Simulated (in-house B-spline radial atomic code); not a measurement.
# Ge⁷⁺: binding energies from hole states

How tightly is each shell of Ge⁷⁺ bound, and how much do the other electrons relax when one leaves?

The numbers are computed with in-house B-spline radial atomic code version 1 (Dirac-Hartree-Fock, average of configuration, Fermi nucleus, basis-set limit), except any that are marked as measured or tabulated.

### Step 1. The atom as given

* element: germanium (Z = 32)
* charge: +7
* electrons: 25
* configuration: [Ar] 3d7
* Hamiltonian: Dirac-Coulomb
* nucleus: Fermi, rms radius 4.074 fm

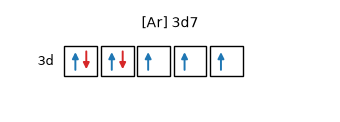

Occupation of the outer shells (arrows by Hund's rule).

The boxes draw the filling by Hund's rule, which heavy ions in jj coupling don't follow; these runs average over all states of the configuration.

The run's settings:

```ini
Z = 32
electrons = 25.0
configuration = [Ar] 3d7
hamiltonian = dirac
method = hf
spin_polarised = False
nucleus = fermi
rms_radius = 4.0742
mass_number = 74
atomic_mass = 73.92117776
speed_of_light = 137.035999084
```

The reference is known from an earlier run: -2080.956817 hartree in all. Up to eight levels, counted from the top:

```csv
orbital,occupation,energy (eV),<r> (bohr)
2s1/2,2,-1603.22,0.2089
2p1/2,2,-1436.54,0.1810
2p3/2,4,-1404.33,0.1846
3s1/2,2,-337.63,0.6042
3p1/2,2,-279.46,0.6120
3p3/2,4,-274.57,0.6203
3d3/2,2.8,-181.23,0.6268
3d5/2,4.2,-180.49,0.6297
```

### Step 2. The 1s hole

The settings differ from step 1 so:

```diff
@@ -1,4 +1,4 @@
 Z = 32
-electrons = 25.0
-configuration = [Ar] 3d7
+electrons = 24.0
+configuration = 1s1 2s2 2p6 3s2 3p6 3d7
 hamiltonian = dirac
```

Results of the run (chosen fields of its result record, rounded):

```text
{
  "status": "converged",
  "scf [iteration, energy, orbital gradient]": [
    [1, -1630.04327247, 1.37],
    [2, -1659.67725886, 0.703],
    [3, -1665.31465362, 0.228],
    [4, -1665.95168496, 0.0719],
    [5, -1666.00682646, 0.0274],
    [6, -1666.01823483, 0.00102],
    [7, -1666.0182419, 3.92e-05],
    [8, -1666.01824192, 7.53e-06],
    [9, -1666.01824192, 2.15e-07]
  ],
  "energy [hartree]": {"total": -1666.01824192, "kinetic": 1699.67590824, "nuclear": -3975.82481753, "coulomb": 662.634813631, "exact_exchange": -52.5041462649},
  "breit [hartree]": {"gaunt": 0.4496784, "retardation": -0.05928111, "frequency_dependence": -0.002206729},
  "qed [hartree]": {"self_energy": 0.4055534, "uehling": -0.03817663, "wichmann_kroll": 0.000346219},
  "recoil [hartree]": 0.009685981,
  "total_with_corrections [hartree]": -1665.25264238,
  "orbitals [hartree, bohr; first row names the columns]": [
    ["name", "occ", "eps", "<r>"],
    ["1s1/2", 1.0, -433.53882, 0.046716],
    ["2s1/2", 2.0, -63.027232, 0.20434],
    ["2p1/2", 2.0, -57.701613, 0.17526],
    ["2p3/2", 4.0, -56.382589, 0.1788],
    ["3s1/2", 2.0, -14.003112, 0.58406],
    ["3p1/2", 2.0, -11.9156, 0.58394],
    ["3p3/2", 4.0, -11.709487, 0.59205],
    ["3d3/2", 2.8, -8.1181207, 0.58551],
    ["3d5/2", 4.2, -8.0844286, 0.58832]
  ],
  "sum_r [bohr^k]": {"-1": 124.2447, "1": 10.33563, "2": 6.440135},
  "energy_minus_base [hartree]": 414.938576,
  "energy_minus_base_with_corrections [hartree]": 414.112329
}
```

Run time: 0.79 s. Hardware: 1 thread, shared host.

energy_minus_base is the energy less that of the reference run.

### Step 3. The 2s hole

The settings differ from step 2 so:

```diff
@@ -2,3 +2,3 @@
 electrons = 24.0
-configuration = 1s1 2s2 2p6 3s2 3p6 3d7
+configuration = 1s2 2s1 2p6 3s2 3p6 3d7
 hamiltonian = dirac
```

From the record:

```text
{
  "status": "converged",
  "scf [iteration, energy, orbital gradient]": [
    [1, -1989.75528185, 1.56],
    [2, -2017.0304898, 0.849],
    [3, -2022.03772611, 0.252],
    [4, -2022.61548851, 0.0762],
    [5, -2022.66725116, 0.0346],
    [6, -2022.67751286, 0.00144],
    [7, -2022.67752869, 2.86e-05],
    [8, -2022.6775287, 4.67e-06],
    [9, -2022.6775287, 2.57e-07]
  ],
  "energy [hartree]": {"total": -2022.6775287, "kinetic": 2065.5499598, "nuclear": -4724.68077498, "coulomb": 702.213676889, "exact_exchange": -65.760390412},
  "breit [hartree]": {"gaunt": 1.003665, "retardation": -0.09589635, "frequency_dependence": -0.004080587},
  "qed [hartree]": {"self_energy": 0.6700711, "uehling": -0.06420185, "wichmann_kroll": 0.0005823302},
  "recoil [hartree]": 0.01099881,
  "total_with_corrections [hartree]": -2021.15639017,
  "orbitals [hartree, bohr; first row names the columns]": [
    ["name", "occ", "eps", "<r>"],
    ["1s1/2", 2.0, -420.5221, 0.046985],
    ["2s1/2", 1.0, -61.989981, 0.20846],
    ["2p1/2", 2.0, -55.647157, 0.17912],
    ["2p3/2", 4.0, -54.435456, 0.1826],
    ["3s1/2", 2.0, -13.824104, 0.58945],
    ["3p1/2", 2.0, -11.740574, 0.59178],
    ["3p3/2", 4.0, -11.546587, 0.59962],
    ["3d3/2", 2.8, -8.1392621, 0.58705],
    ["3d5/2", 4.2, -8.1067359, 0.58973]
  ],
  "sum_r [bohr^k]": {"-1": 147.6466, "1": 10.27262, "2": 6.495091},
  "energy_minus_base [hartree]": 58.2792888,
  "energy_minus_base_with_corrections [hartree]": 58.2085808
}
```

It took 0.82 s on 1 thread, shared host.

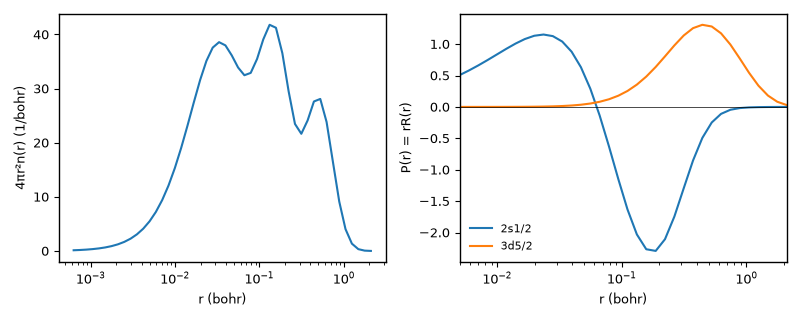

Radial density (left) and the radial functions of 2s1/2, 3d5/2 (right).

On the record's full grid the radial density has clear maxima near r = 0.033, 0.13, 0.53 bohr.

X-ray form factor of the spherical density:

```csv
sinθ/λ (1/Å),f (electrons)
0,24.000
0.1,23.529
0.2,22.197
0.3,20.228
0.4,17.910
0.6,13.308
0.8,9.795
1,7.608
1.4,5.656
1.8,4.713
2.5,3.271
4,1.571
6,1.003
```

### Step 4. The 2p1/2 hole

In configurations, a minus sign after the shell means j = l − 1/2 and a plus sign j = l + 1/2; the count of electrons follows.

The settings differ from step 3 so:

```diff
@@ -2,3 +2,3 @@
 electrons = 24.0
-configuration = 1s2 2s1 2p6 3s2 3p6 3d7
+configuration = 1s2 2s2 2p-1 2p+4 3s2 3p6 3d7
 hamiltonian = dirac
```

From the record:

```text
{
  "status": "converged",
  "scf [iteration, energy, orbital gradient]": [
    [1, -1995.55506549, 1.41],
    [2, -2023.15618878, 0.877],
    [3, -2028.22910383, 0.255],
    [4, -2028.81539036, 0.0783],
    [5, -2028.86786862, 0.0344],
    [6, -2028.87828959, 0.00134],
    [7, -2028.87830613, 2.44e-05],
    [8, -2028.87830614, 4.03e-06],
    [9, -2028.87830614, 1.41e-07]
  ],
  "energy [hartree]": {"total": -2028.87830614, "kinetic": 2072.19406746, "nuclear": -4733.06252801, "coulomb": 698.109446655, "exact_exchange": -66.1192922369},
  "breit [hartree]": {"gaunt": 0.9667616, "retardation": -0.08902453, "frequency_dependence": -0.003897425},
  "qed [hartree]": {"self_energy": 0.705154, "uehling": -0.06727731, "wichmann_kroll": 0.0006100535},
  "recoil [hartree]": 0.01151225,
  "total_with_corrections [hartree]": -2027.35446754,
  "orbitals [hartree, bohr; first row names the columns]": [
    ["name", "occ", "eps", "<r>"],
    ["1s1/2", 2.0, -421.29126, 0.046935],
    ["2s1/2", 2.0, -61.771284, 0.20701],
    ["2p1/2", 1.0, -56.436741, 0.18025],
    ["2p3/2", 4.0, -54.993731, 0.182],
    ["3s1/2", 2.0, -13.885126, 0.58851],
    ["3p1/2", 2.0, -11.709019, 0.59142],
    ["3p3/2", 4.0, -11.582712, 0.59798],
    ["3d3/2", 2.8, -8.106027, 0.58898],
    ["3d5/2", 4.2, -8.1274736, 0.58766]
  ],
  "sum_r [bohr^k]": {"-1": 147.9086, "1": 10.28526, "2": 6.489334},
  "energy_minus_base [hartree]": 52.0785113,
  "energy_minus_base_with_corrections [hartree]": 52.0105035
}
```

Wall time 0.78 s (1 thread, shared host).

### Step 5. The 2p3/2 hole

The settings differ from step 4 so:

```diff
@@ -2,3 +2,3 @@
 electrons = 24.0
-configuration = 1s2 2s2 2p-1 2p+4 3s2 3p6 3d7
+configuration = 1s2 2s2 2p-2 2p+3 3s2 3p6 3d7
 hamiltonian = dirac
```

From the record:

```text
{
  "status": "converged",
  "scf [iteration, energy, orbital gradient]": [
    [1, -1996.78671406, 1.37],
    [2, -2024.33339843, 0.852],
    [3, -2029.40212505, 0.252],
    [4, -2029.98656151, 0.0781],
    [5, -2030.03871923, 0.033],
    [6, -2030.04911488, 0.0014],
    [7, -2030.04913319, 2.57e-05],
    [8, -2030.04913319, 4.54e-06],
    [9, -2030.04913319, 2.04e-07]
  ],
  "energy [hartree]": {"total": -2030.04913319, "kinetic": 2075.78424471, "nuclear": -4738.30819902, "coulomb": 698.679236403, "exact_exchange": -66.2044152853},
  "breit [hartree]": {"gaunt": 0.9906212, "retardation": -0.08901934, "frequency_dependence": -0.003132524},
  "qed [hartree]": {"self_energy": 0.7024996, "uehling": -0.06729925, "wichmann_kroll": 0.0006102692},
  "recoil [hartree]": 0.01149899,
  "total_with_corrections [hartree]": -2028.50335422,
  "orbitals [hartree, bohr; first row names the columns]": [
    ["name", "occ", "eps", "<r>"],
    ["1s1/2", 2.0, -421.16062, 0.046939],
    ["2s1/2", 2.0, -61.742949, 0.20706],
    ["2p1/2", 2.0, -56.176446, 0.17863],
    ["2p3/2", 3.0, -55.021838, 0.18385],
    ["3s1/2", 2.0, -13.882982, 0.58861],
    ["3p1/2", 2.0, -11.774731, 0.59028],
    ["3p3/2", 4.0, -11.551063, 0.59787],
    ["3d3/2", 2.8, -8.1549636, 0.58544],
    ["3d5/2", 4.2, -8.0940937, 0.59021]
  ],
  "sum_r [bohr^k]": {"-1": 148.0725, "1": 10.28416, "2": 6.490787},
  "energy_minus_base [hartree]": 50.9076843,
  "energy_minus_base_with_corrections [hartree]": 50.8616168
}
```

It took 0.78 s on 1 thread, shared host.

### Step 6. The 3s hole

The settings differ from step 5 so:

```diff
@@ -2,3 +2,3 @@
 electrons = 24.0
-configuration = 1s2 2s2 2p-2 2p+3 3s2 3p6 3d7
+configuration = 1s2 2s2 2p6 3s1 3p6 3d7
 hamiltonian = dirac
```

From the record:

```text
{
  "status": "converged",
  "scf [iteration, energy, orbital gradient]": [
    [1, -2041.97642342, 1.24],
    [2, -2064.05740588, 0.592],
    [3, -2068.15303573, 0.199],
    [4, -2068.60994824, 0.0625],
    [5, -2068.65010375, 0.0234],
    [6, -2068.65814404, 0.00117],
    [7, -2068.65815795, 2.24e-05],
    [8, -2068.65815796, 2.54e-06],
    [9, -2068.65815796, 1.76e-07]
  ],
  "energy [hartree]": {"total": -2068.65815796, "kinetic": 2113.71161177, "nuclear": -4837.44905568, "coulomb": 724.693377112, "exact_exchange": -69.6140911585},
  "breit [hartree]": {"gaunt": 1.041278, "retardation": -0.09729892, "frequency_dependence": -0.003901311},
  "qed [hartree]": {"self_energy": 0.6962613, "uehling": -0.0665973, "wichmann_kroll": 0.0006039623},
  "recoil [hartree]": 0.01138742,
  "total_with_corrections [hartree]": -2067.07642487,
  "orbitals [hartree, bohr; first row names the columns]": [
    ["name", "occ", "eps", "<r>"],
    ["1s1/2", 2.0, -418.03206, 0.04698],
    ["2s1/2", 2.0, -60.305267, 0.20905],
    ["2p1/2", 2.0, -54.240547, 0.1809],
    ["2p3/2", 4.0, -53.054751, 0.18442],
    ["3s1/2", 1.0, -13.694262, 0.59665],
    ["3p1/2", 2.0, -11.38382, 0.60345],
    ["3p3/2", 4.0, -11.198198, 0.61151],
    ["3d3/2", 2.8, -7.8672562, 0.60644],
    ["3d5/2", 4.2, -7.838361, 0.60909]
  ],
  "sum_r [bohr^k]": {"-1": 151.1707, "1": 10.11734, "2": 6.454257},
  "energy_minus_base [hartree]": 12.2986595,
  "energy_minus_base_with_corrections [hartree]": 12.2885462
}
```

Run time: 0.78 s. Hardware: 1 thread, shared host.

### Step 7. The 3p1/2 hole

The settings differ from step 6 so:

```diff
@@ -2,3 +2,3 @@
 electrons = 24.0
-configuration = 1s2 2s2 2p6 3s1 3p6 3d7
+configuration = 1s2 2s2 2p6 3s2 3p-1 3p+4 3d7
 hamiltonian = dirac
```

From the record:

```text
{
  "status": "converged",
  "scf [iteration, energy, orbital gradient]": [
    [1, -2044.4623597, 1.28],
    [2, -2066.35592143, 0.575],
    [3, -2070.30242189, 0.194],
    [4, -2070.74858585, 0.0609],
    [5, -2070.78853828, 0.023],
    [6, -2070.79636926, 0.00128],
    [7, -2070.79638442, 4.54e-05],
    [8, -2070.79638443, 4.89e-06],
    [9, -2070.79638443, 1.46e-07]
  ],
  "energy [hartree]": {"total": -2070.79638443, "kinetic": 2115.96521063, "nuclear": -4841.51987566, "coulomb": 724.712288003, "exact_exchange": -69.9540074056},
  "breit [hartree]": {"gaunt": 1.036554, "retardation": -0.09632639, "frequency_dependence": -0.003881834},
  "qed [hartree]": {"self_energy": 0.7020688, "uehling": -0.06709865, "wichmann_kroll": 0.0006084792},
  "recoil [hartree]": 0.0114798,
  "total_with_corrections [hartree]": -2069.21298069,
  "orbitals [hartree, bohr; first row names the columns]": [
    ["name", "occ", "eps", "<r>"],
    ["1s1/2", 2.0, -418.07049, 0.046976],
    ["2s1/2", 2.0, -60.35376, 0.2087],
    ["2p1/2", 2.0, -54.193312, 0.1812],
    ["2p3/2", 4.0, -53.075984, 0.18437],
    ["3s1/2", 2.0, -13.519503, 0.59797],
    ["3p1/2", 1.0, -11.543489, 0.6017],
    ["3p3/2", 4.0, -11.282203, 0.61062],
    ["3d3/2", 2.8, -7.7800354, 0.60762],
    ["3d5/2", 4.2, -7.8580091, 0.60884]
  ],
  "sum_r [bohr^k]": {"-1": 151.2979, "1": 10.10982, "2": 6.43763},
  "energy_minus_base [hartree]": 10.160433,
  "energy_minus_base_with_corrections [hartree]": 10.1519903
}
```

Wall time 0.77 s (1 thread, shared host).

### Step 8. The 3p3/2 hole

The settings differ from step 7 so:

```diff
@@ -2,3 +2,3 @@
 electrons = 24.0
-configuration = 1s2 2s2 2p6 3s2 3p-1 3p+4 3d7
+configuration = 1s2 2s2 2p6 3s2 3p-2 3p+3 3d7
 hamiltonian = dirac
```

From the record:

```text
{
  "status": "converged",
  "scf [iteration, energy, orbital gradient]": [
    [1, -2044.68748597, 1.27],
    [2, -2066.5452096, 0.575],
    [3, -2070.47982575, 0.193],
    [4, -2070.92467736, 0.0608],
    [5, -2070.96461345, 0.023],
    [6, -2070.97240198, 0.00128],
    [7, -2070.97241681, 5.14e-05],
    [8, -2070.97241682, 5.98e-06],
    [9, -2070.97241682, 2.52e-07]
  ],
  "energy [hartree]": {"total": -2070.97241683, "kinetic": 2116.5061897, "nuclear": -4842.47796558, "coulomb": 724.979698889, "exact_exchange": -69.9803398316},
  "breit [hartree]": {"gaunt": 1.040232, "retardation": -0.0963288, "frequency_dependence": -0.003757999},
  "qed [hartree]": {"self_energy": 0.7016693, "uehling": -0.06710251, "wichmann_kroll": 0.000608517},
  "recoil [hartree]": 0.01147587,
  "total_with_corrections [hartree]": -2069.38562039,
  "orbitals [hartree, bohr; first row names the columns]": [
    ["name", "occ", "eps", "<r>"],
    ["1s1/2", 2.0, -418.04548, 0.046976],
    ["2s1/2", 2.0, -60.339612, 0.20871],
    ["2p1/2", 2.0, -54.247498, 0.18085],
    ["2p3/2", 4.0, -53.027241, 0.18467],
    ["3s1/2", 2.0, -13.513627, 0.59803],
    ["3p1/2", 2.0, -11.461717, 0.60283],
    ["3p3/2", 3.0, -11.300947, 0.6103],
    ["3d3/2", 2.8, -7.8696283, 0.60668],
    ["3d5/2", 4.2, -7.7881988, 0.60995]
  ],
  "sum_r [bohr^k]": {"-1": 151.3278, "1": 10.10492, "2": 6.431177},
  "energy_minus_base [hartree]": 9.98440063,
  "energy_minus_base_with_corrections [hartree]": 9.97935063
}
```

Run time: 0.78 s. Hardware: 1 thread, shared host.

### Step 9. The 3d hole

The settings differ from step 8 so:

```diff
@@ -2,3 +2,3 @@
 electrons = 24.0
-configuration = 1s2 2s2 2p6 3s2 3p-2 3p+3 3d7
+configuration = 1s2 2s2 2p6 3s2 3p6 3d6
 hamiltonian = dirac
```

From the record:

```text
{
  "status": "converged",
  "scf [iteration, energy, orbital gradient]": [
    [1, -2049.41678934, 1.26],
    [2, -2070.66235921, 0.538],
    [3, -2073.98444862, 0.186],
    [4, -2074.37855214, 0.0608],
    [5, -2074.41754271, 0.0213],
    [6, -2074.42416305, 0.000939],
    [7, -2074.42417057, 3.86e-05],
    [8, -2074.42417058, 4.47e-06],
    [9, -2074.42417058, 1.52e-07]
  ],
  "energy [hartree]": {"total": -2074.42417058, "kinetic": 2120.02305914, "nuclear": -4849.57982099, "coulomb": 726.017695019, "exact_exchange": -70.8851037559},
  "breit [hartree]": {"gaunt": 1.046281, "retardation": -0.0974454, "frequency_dependence": -0.00387439},
  "qed [hartree]": {"self_energy": 0.7018864, "uehling": -0.06709204, "wichmann_kroll": 0.0006084288},
  "recoil [hartree]": 0.01150401,
  "total_with_corrections [hartree]": -2072.83230291,
  "orbitals [hartree, bohr; first row names the columns]": [
    ["name", "occ", "eps", "<r>"],
    ["1s1/2", 2.0, -417.868, 0.046983],
    ["2s1/2", 2.0, -60.336352, 0.20879],
    ["2p1/2", 2.0, -54.208965, 0.18093],
    ["2p3/2", 4.0, -53.025057, 0.18445],
    ["3s1/2", 2.0, -13.604389, 0.59725],
    ["3p1/2", 2.0, -11.445879, 0.60267],
    ["3p3/2", 4.0, -11.260491, 0.61061],
    ["3d3/2", 2.4, -7.8875168, 0.60552],
    ["3d5/2", 3.6, -7.8589399, 0.60813]
  ],
  "sum_r [bohr^k]": {"-1": 151.5498, "1": 10.09596, "2": 6.401785},
  "energy_minus_base [hartree]": 6.53264688,
  "energy_minus_base_with_corrections [hartree]": 6.53266811
}
```

Run time: 0.76 s. Hardware: 1 thread, shared host.

### Step 10. Binding energies

| hole | ΔSCF (eV) | with Breit, QED, recoil (eV) | −ε of the parent (eV) | −ε less ΔSCF (eV) |
| --- | --- | --- | --- | --- |
| 1s | 11291.1 | 11268.6 | 11332.9 | 41.85 |
| 2s | 1585.86 | 1583.94 | 1603.22 | 17.36 |
| 2p1/2 | 1417.13 | 1415.28 | 1436.54 | 19.41 |
| 2p3/2 | 1385.27 | 1384.02 | 1404.33 | 19.06 |
| 3s | 334.66 | 334.39 | 337.63 | 2.96 |
| 3p1/2 | 276.48 | 276.25 | 279.46 | 2.98 |
| 3p3/2 | 271.69 | 271.55 | 274.57 | 2.88 |
| 3d | 177.76 | 177.76 | - | - |

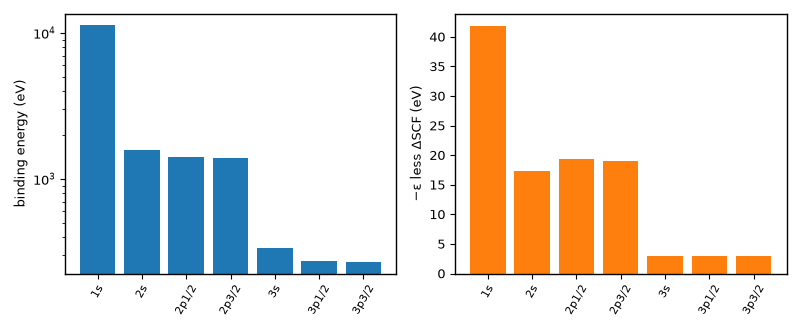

Binding energies (left) and their distance from the parent's orbital energies (right).

**Reading.** Every ΔSCF value lies below −ε, since the other electrons relax into the hole: by 41.8 eV for 1s and 2.88 eV for 3p3/2. The difference of the 1s and 2p3/2 holes gives a Kα1 line at 9884.6 eV for this charge state (with Breit, QED and recoil). The spin-orbit splitting of the 2p hole is 31.26 eV with those corrections. A dash stands where an open shell is averaged over j, so that no single parent level belongs to the hole. Values are for the free ion, measured from the vacuum level.
